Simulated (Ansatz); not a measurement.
## Band gap of SiO2 (Fddd) from density functionals to GW

What gap does each level of theory give for SiO2 (Fddd), and in what time?

Main program and level: Ansatz 0.2.0; density functionals, hybrids and G0W0, plane waves, PAW.

### Step 1. Set-up

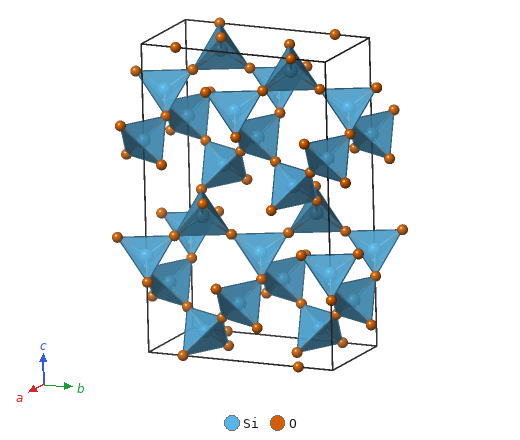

The starting structure, seen slightly off an axis (silicon blue, oxygen orange). This picture shows the conventional cell, with its axes. Bonds to atoms that aren't drawn are left out. Some periodic images of atoms are drawn too.

As a file:

```cif
data_structure
_symmetry_space_group_name_H-M 'Fddd:1'
_symmetry_Int_Tables_number 70
_cell_length_a 4.7192
_cell_length_b 9.4325
_cell_length_c 14.7256
_cell_angle_alpha 90.000
_cell_angle_beta 90.000
_cell_angle_gamma 90.000
_cell_volume 655.49
loop_
_atom_site_label
_atom_site_type_symbol
_atom_site_symmetry_multiplicity
_atom_site_Wyckoff_symbol
_atom_site_fract_x
_atom_site_fract_y
_atom_site_fract_z
_atom_site_occupancy
Si1 Si 16 g 0.75000 0.75000 0.56323 1
O1 O 16 d 0.87500 0.62500 0.87500 1
O2 O 16 f 0.50000 0.68656 0.00000 1
```

The cell and positions are those that the Materials Project relaxed with its own functionals (PBE, PBE+U or r2SCAN), kept fixed. At the settings of the band run the largest force is still 0.08 eV/Å.

The logs state that the PAW files were generated under PBE.

### Step 2. LDA on the 6×6×6 mesh

Levels along a band path and on the mesh show where this functional puts the band edges.

This step: DFT, LDA, plane waves, PAW; PAW set soft_1.

File input.yaml:

```yaml
crystal:
  lattice:
    - [0.0, 4.71625711, 7.3627753715]
    - [2.3595806657, 0.0, 7.3627753715]
    - [2.3595806657, 4.71625711, 0.0]
  atoms:
    - { symbol: Si, position: [0.56323108, 0.56323108, 0.93676892] }
    - { symbol: Si, position: [0.31323108, 0.31323108, 0.68676892] }
    - { symbol: Si, position: [0.68676892, 0.68676892, 0.31323108] }
    - { symbol: Si, position: [0.93676892, 0.93676892, 0.56323108] }
    - { symbol: O, position: [0.625, 0.125, 0.625] }
    - { symbol: O, position: [0.625, 0.625, 0.125] }
    - { symbol: O, position: [0.625, 0.625, 0.625] }
    - { symbol: O, position: [0.125, 0.625, 0.625] }
    - { symbol: O, position: [0.1865604, 0.8134396, 0.1865604] }
    - { symbol: O, position: [0.8134396, 0.1865604, 0.8134396] }
    - { symbol: O, position: [0.4365604, 0.0634396, 0.4365604] }
    - { symbol: O, position: [0.0634396, 0.4365604, 0.0634396] }
kpoints:
  mp_grid: { grid: [6, 6, 6] }
  band_path:
    path:
      - [[0.0, 0.0, 0.0], [0.5, 0.0, 0.5], [1.0, 0.5, 0.5], [0.5, 0.5, 0.0], [0.0, 0.0, 0.0], [0.0, 0.33825295, 0.33825295]]
      - [[1.0, 0.66174705, 0.66174705], [1.0, 0.5, 0.5]]
      - [[0.5, 0.0, 0.5], [0.5, 0.21309896, 0.71309896]]
      - [[0.5, 0.78690104, 0.28690104], [0.5, 0.5, 0.0]]
      - [[0.0, 0.0, 0.0], [0.5, 0.5, 0.5]]
    npoints: 10
hamiltonian:
  xc: lda
  pseudopotentials: { kind: paw, azcp: { folder: soft_1 }, xc_functional: pbe }
scf:
  occupations: { method: fermi_dirac, width: 0.02 }
  n_extra_bands: 8
output:
  eigenvalues: true
  forces: true
  stress: true
  write_density: true
  write_potential: true
  elf: true
  volumetric_format: npy
```

On the command line:

```sh
ansatz run input.yaml --threads 3 --pin off --max-ram 92160MiB --backend cuda --events-out ev --progress --plain --runs-dir out --devices 1 --max-vram 13GiB
```

Numbers of over 12 decimals in the logs are rounded to 6 here.

The log of the run:

```text
scf.n_extra_bands = 8 over 32 filled bands (N_el = 64.0): the run solves 40 bands
GPUs: using 1 of 1 available (devices: 1).
Engine: ansatz 0.2.0, x86_64-unknown-linux-gnu
Pseudopotentials: kind: paw
Pseudopotential: Si, paw, valence charge 4, recommended cutoff 420 eV (normal), soft_1/Si.paw.azcp
Pseudopotential: O, paw, valence charge 6, recommended cutoff 420 eV (normal), soft_1/O.paw.azcp
Functional definition: SPW92
  exchange = slater_x
  correlation = pw_c
device memory: the entry about to start is reckoned to put 4.8 GiB on a device that reports 55.1 GiB free (of which the cap on the GPU budget leaves the run 13.0 GiB)
GPU FFT provider: cuFFT
GPU libraries: cuBLAS 13.8.2, cuFFT 12.4.0, cuSOLVER 12.3.4
Crystal: 12 atoms, lattice volume = 163.872 Å³
Basis set: ecut = 420 eV, 3169 PW (Γ)
Bands: 40, of which v1, the nominal top of the filled ones, is band 32 counted from 1 (31 counted from 0)
Symmetry: 8 space group operations
Space group: Fddd (ITA 70), of the structure as read, at distance tolerance 5.5e-5 Å
k-points: 46 of 216
Non-local potential: Si, projectors of the file, l = 0: 2, l = 1: 2, l = 2: 1
Non-local potential: O, projectors of the file, l = 0: 2, l = 1: 2, l = 2: 1
PAW form: soft (Blöchl's): semilocal exchange-correlation on the pseudo side does not see the compensation charge
PAW frozen core: Si, regenerated for the run's functional, and the local potential with it (the file was generated under x = pbe(κ = 0.804, μ = 0.219515), c = pbe(β = 0.066725))
PAW frozen core: O, regenerated for the run's functional, and the local potential with it (the file was generated under x = pbe(κ = 0.804, μ = 0.219515), c = pbe(β = 0.066725))
PAW one-centre angular grid: Si, 110 points (default); XC on 64 Gauss nodes
PAW one-centre angular grid: O, 110 points (default); XC on 64 Gauss nodes
Initial density: superposition of atomic densities (chi_scale 0.1, normalization cell, long waves kept (reshape's long-wave potential 0.01 eV rms))
Initial wavefunctions: pseudopotential atomic-orbital guess
GPU buffer pool allocated for 116640 grid points (all kernels)
GPU transforms: local potential and band sums: pruned to the plane-wave sphere, on 60×54×36
Functional: x = slater, c = lda
SCF iter   1: F=—  HF=-6897.267617 eV  |F-HF|=—  |Δ(HF+E_count)|=         —  Δρ=1.22e-1  dr2=2.19e1  ethr=3.10e-3  ⟨swp⟩=7.8  Hψ=9205  notcnv=0
preconditioner: auto → Resta (q_TF=auto, 2.333 Å⁻¹)  ε∞=2.8  [insulator: Δε(μ)=7.136 eV  Ē_g=17.231 eV  σ=0.020 eV  W_gap=1.00  n_scr=30 (ndim 8)  ℏωp=23.2 eV  f_vac=0.049  D(μ)=0.00/eV (n_scr^D=0)  ε∞_Penn≈2.8]
SCF iter   2: F=—  HF=-6891.051663 eV  |F-HF|=—  |Δ(HF+E_count)|=    6.22e0  Δρ=4.15e-2  dr2=1.19e0  ethr=3.10e-3  ⟨swp⟩=4.1  Hψ=5445  notcnv=0  defer=116
SCF iter   3: F=—  HF=-6890.794022 eV  |F-HF|=—  |Δ(HF+E_count)|=   2.58e-1  Δρ=1.98e-2  dr2=3.71e-1  ethr=1.85e-3  ⟨swp⟩=2.2  Hψ=1980  notcnv=0  defer=116
SCF iter   4: F=—  HF=-6890.708140 eV  |F-HF|=—  |Δ(HF+E_count)|=   8.59e-2  Δρ=1.70e-3  dr2=4.04e-3  ethr=5.79e-4  ⟨swp⟩=3.9  Hψ=3594  notcnv=0  defer=116
SCF iter   5: F=—  HF=-6890.710356 eV  |F-HF|=—  |Δ(HF+E_count)|=   2.22e-3  Δρ=1.60e-3  dr2=2.98e-3  ethr=6.31e-6  ⟨swp⟩=2.5  Hψ=3908  notcnv=0  defer=114
SCF iter   6: F=—  HF=-6890.709717 eV  |F-HF|=—  |Δ(HF+E_count)|=   6.39e-4  Δρ=1.85e-4  dr2=4.59e-5  ethr=4.65e-6  ⟨swp⟩=2.0  Hψ=3050  notcnv=0  defer=114
SCF iter   7: F=—  HF=-6890.709903 eV  |F-HF|=—  |Δ(HF+E_count)|=   1.86e-4  Δρ=5.28e-5  dr2=3.35e-6  ethr=7.18e-8  ⟨swp⟩=2.0  Hψ=2988  notcnv=0  defer=114
SCF iter   8: F=-6890.709907 eV  HF=-6890.709907 eV  |F-HF|=6.33e-8  |Δ(HF+E_count)|=   3.98e-6  Δρ=7.49e-6  dr2=8.92e-8  ethr=1.56e-10  ⟨swp⟩=19.5  Hψ=18948  notcnv=0
SCF 1 converged in 8 iterations: F = -6890.709907 eV  dr2 = 8.92e-8
[...]
device memory: the entry about to start is reckoned to put 3.9 GiB on a device that reports 50.7 GiB free (of which the cap on the GPU budget leaves the run 13.0 GiB)
NSCF: frozen V_eff on 95 k-points
SCF converged after 8 iterations
Free energy (F): -6890.709907 eV
Harris-Foulkes:  -6890.709907 eV  (|F-HF|=6.33e-8)
Internal energy: -6890.709907 eV  (E = F + TS)
E sigma→0 (E₀):  -6890.709907 eV
Fermi energy:    4.221411 eV
--- Per-component energies (eV) ---
  E_band       = -345.439747
  E_kinetic    = 1546.651329
  E_local      = -4240.162828  (includes V_loc(G=0)·N_el)
  E_nonlocal   = 528.933463
  E_hartree    = 1558.260870
  E_xc         = -789.627115
  E_vxc        = -919.887661  (∫ρ·V_xc dr)
  E_paw        = -3165.227328  (= ΣΔE_a)
  E_vpaw       = -377.502813  (= ΣTr[D̂ρ^β])
  E_aug_tail   = 0.006884  (compensation charges beyond the density's cutoff)
  E_ewald      = -2330.657877
  E_core_change = 1.112695  (= ΣΔE_core)
  E_smearing   = -0.000000  (= −TS)
  E_closure    = 0.000000  (closes the sum)
  Σ components = -6890.709907   (vs F -6890.709907, Δ=0.00e0)
--- Forces (eV/Å), atoms counted from 1 ---
  atom   1  Si     0.00000000    -0.00000000    -0.07874262
  atom   2  Si    -0.00000000     0.00000000    -0.07874262
  atom   3  Si    -0.00000000     0.00000000     0.07874262
  atom   4  Si     0.00000000    -0.00000000     0.07874262
  atom   5  O      0.00000000     0.00000000    -0.00000000
  atom   6  O      0.00000000    -0.00000000    -0.00000000
  atom   7  O      0.00000000    -0.00000000    -0.00000000
  atom   8  O      0.00000000     0.00000000     0.00000000
  atom   9  O      0.00000000     0.06091357     0.00000000
  atom  10  O      0.00000000    -0.06091357     0.00000000
  atom  11  O      0.00000000     0.06091357     0.00000000
  atom  12  O     -0.00000000    -0.06091357    -0.00000000
  max |Σ_I F_I| component: 6.94e-18 eV/Å
--- Stress (GPa, compression-positive) ---
       -1.826643       0.000000       0.000000
        0.000000      -1.349213       0.000000
        0.000000       0.000000      -1.552120
  P = ⅓ Tr σ = -1.5760 GPa (-15.760 kbar)
--- Band table (eV; the first three rows and the last of 46) ---
  k-point 0: bands = [... 28 lower, 0.8042, 1.0083, 1.4099, 1.4475, 6.9810, 9.5144, 9.5647, 9.9041, ... 4 higher]
  k-point 1: bands = [... 28 lower, 0.7321, 1.0204, 1.2914, 1.3648, 7.4324, 9.7563, 9.8705, 9.9660, ... 4 higher]
  k-point 2: bands = [... 28 lower, 0.7169, 1.0386, 1.1582, 1.1855, 8.4886, 10.1395, 10.3027, 10.5253, ... 4 higher]
  k-point 45: bands = [... 28 lower, 0.8149, 0.8149, 1.2814, 1.2814, 8.1256, 8.1256, 10.0021, 10.0021, ... 4 higher]
```

It took 18 s on 1 × NVIDIA H100 80GB HBM3 (shared by 6 runs) with 3 threads of AMD EPYC 7R13 (Zen 3), shared host; peak memory 1.1 GiB.

This step gave:

- pressure: -1.576 GPa
- filled bands: 32
- gap: 5.533 eV
- valence top at: Γ
- conduction bottom at: Γ
- least direct gap: 5.533 eV

Over mesh and path the gap is 5.533 eV, direct, at k = Γ.

### Step 3. r2SCAN on the 6×6×6 mesh

r2SCAN is a meta-GGA: it depends on the kinetic-energy density as well as on the density and its gradient.

This step: DFT, r2SCAN, plane waves, PAW; PAW set soft_1.

Changes to input.yaml since step 2:

```diff
@@ -22,13 +22,16 @@
     path:
-      - [[0.0, 0.0, 0.0], [0.5, 0.0, 0.5], [1.0, 0.5, 0.5], [0.5, 0.5, 0.0], [0.0, 0.0, 0.0], [0.0, 0.33825295, 0.33825295]]
-      - [[1.0, 0.66174705, 0.66174705], [1.0, 0.5, 0.5]]
-      - [[0.5, 0.0, 0.5], [0.5, 0.21309896, 0.71309896]]
-      - [[0.5, 0.78690104, 0.28690104], [0.5, 0.5, 0.0]]
-      - [[0.0, 0.0, 0.0], [0.5, 0.5, 0.5]]
-    npoints: 10
+      - [0.0, 0.0, 0.0]
+      - [0.5, 0.0, 0.5]
+      - [1.0, 0.5, 0.5]
+      - [0.5, 0.5, 0.0]
+      - [0.0, 0.33825295, 0.33825295]
+      - [1.0, 0.66174705, 0.66174705]
+      - [0.5, 0.21309896, 0.71309896]
+      - [0.5, 0.78690104, 0.28690104]
+    npoints: 1
 hamiltonian:
-  xc: lda
-  pseudopotentials: { kind: paw, azcp: { folder: soft_1 }, xc_functional: pbe }
+  xc: r2scan
+  pseudopotentials: { kind: paw, azcp: { folder: soft_1 } }
 scf:
-  occupations: { method: fermi_dirac, width: 0.02 }
+  occupations: { method: fixed }
   n_extra_bands: 8
@@ -38,5 +41 @@
   stress: true
-  write_density: true
-  write_potential: true
-  elf: true
-  volumetric_format: npy
```

The log of the run:

```text
[...]
GPUs: using 1 of 1 available (devices: 1).
[...]
GPU FFT provider: cuFFT
GPU libraries: cuBLAS 13.8.2, cuFFT 12.4.0, cuSOLVER 12.3.4
Crystal: 12 atoms, lattice volume = 163.872 Å³
Basis set: ecut = 500 eV, 4155 PW (Γ), exchange–correlation on 256×240×160 points (64 copies of the dense FFT grid, shifted against one another)
Bands: 40, of which v1, the nominal top of the filled ones, is band 32 counted from 1 (31 counted from 0)
Symmetry: 8 space group operations
[...]
k-points: 46 of 216
[...]
GPU buffer pool allocated for 153600 grid points (all kernels)
[...]
SCF iter   1: F=—  HF=-7125.324405 eV  |F-HF|=—  |Δ(HF+E_count)|=         —  Δρ=1.27e-1  dr2=2.43e1  dr2_τ=2.79e0  ethr=3.10e-3  ⟨swp⟩=5.1  Hψ=7719  notcnv=0  defer=241
[...]
atom   7  O      0.00000000    -0.00000000    -0.00000000
  atom   8  O      0.00000000     0.00000000     0.00000000
  atom   9  O      0.00000000    -0.02345629     0.00000000
  atom  10  O      0.00000000     0.02345629     0.00000000
  atom  11  O      0.00000000    -0.02345629     0.00000000
  atom  12  O     -0.00000000     0.02345629    -0.00000000
  max |Σ_I F_I| component: 2.78e-17 eV/Å
--- Stress (GPa, compression-positive) ---
       -0.070938       0.000000      -0.000000
        0.000000       0.301956       0.000000
       -0.000000       0.000000       0.139618
  P = ⅓ Tr σ = 0.1235 GPa (1.235 kbar)
--- Band table (eV; the first three rows and the last of 46) ---
  k-point 0: bands = [... 28 lower, 0.6783, 0.8777, 1.2812, 1.3231, 7.7214, 10.5069, 10.5297, 10.7823, ... 4 higher]
  k-point 1: bands = [... 28 lower, 0.6066, 0.8964, 1.1664, 1.2405, 8.1793, 10.7434, 10.7936, 10.8860, ... 4 higher]
  k-point 2: bands = [... 28 lower, 0.5943, 0.9169, 1.0359, 1.0581, 9.2697, 11.0844, 11.2902, 11.4627, ... 4 higher]
  k-point 45: bands = [... 28 lower, 0.7008, 0.7008, 1.1592, 1.1592, 8.8915, 8.8915, 10.9559, 10.9559, ... 4 higher]
[key lines of the parts left out:]
SCF converged after 8 iterations
Free energy (F): -7120.221715 eV
Fermi energy:    1.323125 eV
```

The job ended after 15 s (1 × NVIDIA H100 80GB HBM3 (shared by 6 runs) with 3 threads; peak memory 1.4 GiB).

Numbers from this step:

```yaml
pressure: 0.1235 GPa
gap: 6.398 eV
valence_top_at: Γ
conduction_bottom_at: Γ
least_direct_gap: 6.398 eV
```

Over mesh and listed points the gap is 6.398 eV, direct, at k = Γ. r2SCAN against LDA: 6.398 − 5.533 = +0.865 eV. The runs also differ in plane-wave cutoff (420 eV and 500 eV), so how much of this comes from the functional alone is not known.

### Step 4. HSE06 on the 4×4×4 mesh

HSE06 mixes in a quarter of exact exchange at short range.

This step: DFT, HSE06, plane waves, PAW; PAW set soft_1.

Changes to input.yaml since step 3:

```diff
@@ -19,3 +19,3 @@
 kpoints:
-  mp_grid: { grid: [6, 6, 6] }
+  mp_grid: { grid: [4, 4, 4] }
   band_path:
@@ -32,3 +32,3 @@
 hamiltonian:
-  xc: r2scan
+  xc: hse06
   pseudopotentials: { kind: paw, azcp: { folder: soft_1 } }
@@ -39,3 +39 @@
   eigenvalues: true
-  forces: true
-  stress: true
```

The log of the run:

```text
[...]
GPUs: using 1 of 1 available (devices: 1).
[...]
davidson cushion auto → on  (no smearing: the cushion is to keep the highest requested band from converging to the state above it; pin scf.eigensolver.cushion to override)
[...]
GPU FFT provider: cuFFT
GPU libraries: cuBLAS 13.8.2, cuFFT 12.4.0, cuSOLVER 12.3.4
Crystal: 12 atoms, lattice volume = 163.872 Å³
Basis set: ecut = 420 eV, 3169 PW (Γ)
[...]
Fermi energy:    0.449239 eV
[...]
--- Band table (eV; the first three rows and the last of 18) ---
  k-point 0: bands = [... 28 lower, -0.2048, -0.0169, 0.4146, 0.4492, 8.0347, 10.7104, 10.7651, 11.0979, ... 4 higher]
  k-point 1: bands = [... 28 lower, -0.3481, 0.0204, 0.2069, 0.2754, 9.0009, 11.2060, 11.2588, 11.5043, ... 4 higher]
  k-point 2: bands = [... 28 lower, -0.1916, -0.1445, 0.1197, 0.1766, 10.5769, 11.1579, 11.4845, 11.9465, ... 4 higher]
  k-point 17: bands = [... 28 lower, -0.1951, -0.1951, 0.2877, 0.2877, 9.2149, 9.2149, 11.2185, 11.2185, ... 4 higher]
[key lines of the parts left out:]
Free energy (F): -7097.613499 eV
```

Wall time 37 s (1 × NVIDIA H100 80GB HBM3 (shared by 6 runs) with 3 threads); peak memory 1.9 GiB.

Numbers from this step:

* gap: 7.585 eV
* valence top at: Γ
* conduction bottom at: Γ
* least direct gap: 7.585 eV
* exact-exchange fraction: 0.25

Over mesh and listed points the gap is 7.585 eV, direct, at k = Γ. HSE06 against LDA: 7.585 − 5.533 = +2.052 eV. The runs also differ in mesh (6×6×6 and 4×4×4), so how much of this comes from the functional alone is not known.

### Step 5. PBE0 on the 4×4×4 mesh

PBE0 mixes in a quarter of exact exchange at all distances.

This step: DFT, PBE0, plane waves, PAW; PAW set soft_1.

Changes to input.yaml since step 4:

```diff
@@ -32,3 +32,3 @@
 hamiltonian:
-  xc: hse06
+  xc: pbe0
   pseudopotentials: { kind: paw, azcp: { folder: soft_1 } }
@@ -39 +39,5 @@
   eigenvalues: true
+  write_density: true
+  write_potential: true
+  elf: true
+  volumetric_format: npy
```

The log of the run:

```text
[...]
GPUs: using 1 of 1 available (devices: 1).
[...]
GPU FFT provider: cuFFT
GPU libraries: cuBLAS 13.8.2, cuFFT 12.4.0, cuSOLVER 12.3.4
Crystal: 12 atoms, lattice volume = 163.872 Å³
Basis set: ecut = 420 eV, 3169 PW (Γ)
Bands: 40, of which v1, the nominal top of the filled ones, is band 32 counted from 1 (31 counted from 0)
Symmetry: 8 space group operations
[...]
k-points: 18 of 64
[...]
Fermi energy:    0.043987 eV
[...]
--- Band table (eV; the first three rows and the last of 18) ---
  k-point 0: bands = [... 28 lower, -0.6117, -0.4236, 0.0101, 0.0440, 8.3974, 11.0874, 11.1392, 11.4775, ... 4 higher]
  k-point 1: bands = [... 28 lower, -0.7569, -0.3865, -0.1992, -0.1305, 9.3699, 11.5849, 11.6380, 11.8814, ... 4 higher]
  k-point 2: bands = [... 28 lower, -0.6000, -0.5518, -0.2864, -0.2296, 10.9512, 11.5358, 11.8671, 12.3244, ... 4 higher]
  k-point 17: bands = [... 28 lower, -0.6040, -0.6040, -0.1181, -0.1181, 9.5854, 9.5854, 11.5959, 11.5959, ... 4 higher]
[key lines of the parts left out:]
Free energy (F): -7099.019261 eV
```

The job ended after 37 s (1 × NVIDIA H100 80GB HBM3 (shared by 6 runs) with 3 threads; peak memory 1.9 GiB; 70 s of CPU time).

This step gave:

```yaml
gap: 8.353 eV
valence_top_at: Γ
conduction_bottom_at: Γ
least_direct_gap: 8.353 eV
exact_exchange_fraction: 0.25
```

Over mesh and listed points the gap is 8.353 eV, direct, at k = Γ. PBE0 against HSE06: 8.353 − 7.585 = +0.768 eV, with the same mesh, files and cutoff, and both edges at the same k points.

### Step 6. G0W0@LDA, 4×4×4 mesh, 898 empty bands, screening to 180 eV, PAW set soft_1 files

G0W0 replaces the xc potential by a self-energy built once from the orbitals of the start. Levels are corrected in the window of bands that the input names, at points of the mesh.

This step: G0W0 on LDA, plane waves, PAW; PAW set soft_1.

Changes to input.yaml since step 5:

```diff
@@ -20,24 +20,12 @@
   mp_grid: { grid: [4, 4, 4] }
-  band_path:
-    path:
-      - [0.0, 0.0, 0.0]
-      - [0.5, 0.0, 0.5]
-      - [1.0, 0.5, 0.5]
-      - [0.5, 0.5, 0.0]
-      - [0.0, 0.33825295, 0.33825295]
-      - [1.0, 0.66174705, 0.66174705]
-      - [0.5, 0.21309896, 0.71309896]
-      - [0.5, 0.78690104, 0.28690104]
-    npoints: 1
 hamiltonian:
-  xc: pbe0
-  pseudopotentials: { kind: paw, azcp: { folder: soft_1 } }
+  xc: lda
+  pseudopotentials: { kind: paw, azcp: { folder: soft_1 }, xc_functional: pbe }
 scf:
   occupations: { method: fixed }
-  n_extra_bands: 8
-output:
-  eigenvalues: true
-  write_density: true
-  write_potential: true
-  elf: true
-  volumetric_format: npy
+gw:
+  n_empty_bands: 898
+  ecut_chi: 180.0
+  qp_bands: [v4, c4]
+  qp_kpoints: band_edges
+  screening: { model: contour_deformation }
```

The log of the run:

```text
GPUs: using 1 of 1 available (devices: 1).
[...]
GPU FFT provider: cuFFT
GPU libraries: cuBLAS 13.8.2, cuFFT 12.4.0, cuSOLVER 12.3.4
Crystal: 12 atoms, lattice volume = 163.872 Å³
Basis set: ecut = 420 eV, 3169 PW (Γ)
Bands: 44, of which v1, the nominal top of the filled ones, is band 32 counted from 1 (31 counted from 0)
Symmetry: 8 space group operations
[...]
k-points: 18 of 64
[...]
0    36      9.9041    -7.7439    -3.7153   -13.2195  0.8525    11.6845    11.6643  root
[...]
17    33      8.1256    -7.6193    -3.4079   -12.5606  0.8608     9.6721     9.6590  root
    17    34      8.1256    -7.6193    -3.4079   -12.5606  0.8608     9.6721     9.6590  root
    17    35     10.0021    -6.5266    -3.9107   -12.2452  0.8572    11.8309    11.8100  root
    17    36     10.0021    -6.5266    -3.9107   -12.2452  0.8572    11.8309    11.8100  root
[key lines of the parts left out:]
SCF converged after 8 iterations
Free energy (F): -6890.709766 eV
Fermi energy:    1.447511 eV
```

It took 3.3 min on 1 × NVIDIA H100 80GB HBM3 (shared by 6 runs) with 3 threads; peak memory 4.4 GiB.

Numbers from this step:

- bands summed: 930
- RPA ε∞ on this mesh (eigenvalues): 2.260, 2.312, 2.320
- plane waves in the screening matrix: 915
- G0W0 gap over the corrected points: 8.731 eV
- k of the valence top: 0, 0, 0
- k of the conduction bottom: 0, 0, 0
- starting gap on the mesh: 5.533 eV
- Z at the valence top: 0.8009
- Z at the conduction bottom: 0.8677
- least direct G0W0 gap over the corrected points: 8.731 eV

Over all 18 irreducible mesh points the G0W0 gap is 8.731 eV, direct, at k = Γ. The LDA gap of this run on the mesh is 5.533 eV. The two states that bound the G0W0 gap lie that far apart at the start, so the correction of the gap is 8.731 − 5.533 = +3.198 eV.

[end of part 1 of 2]

[Paths, hosts, dates, memory and timing lines, banners, echoed tables and standing remarks are left out of the program output.]

[Logs are printed without paths, hosts, clocks, repeated set-up lines and the standing remarks that a program may print on its own settings, such as how far it seeks lower states.]

[Runs of the session that timed out or met a known fault of the program may be left out.]

[Cells called generated may have been cut or substituted from an entry of the Crystallography Open Database or the Materials Project.]

[Hosts, paths, dates, database ids (printed as entryN), source tags and the programs' standing remarks are cut or masked in the printed files.]

[Where an RPA ε∞ is given, it is that of the G0W0 mesh and is not shown converged in it. Names of k-points follow the symmetry that the program found, which can be lower than the space group named. Band edges on a path are those of the sampled points; other points can move an edge, and change direct to indirect where valleys lie close.]

[Hybrid gaps are those of their k-mesh and are not shown converged in it.]
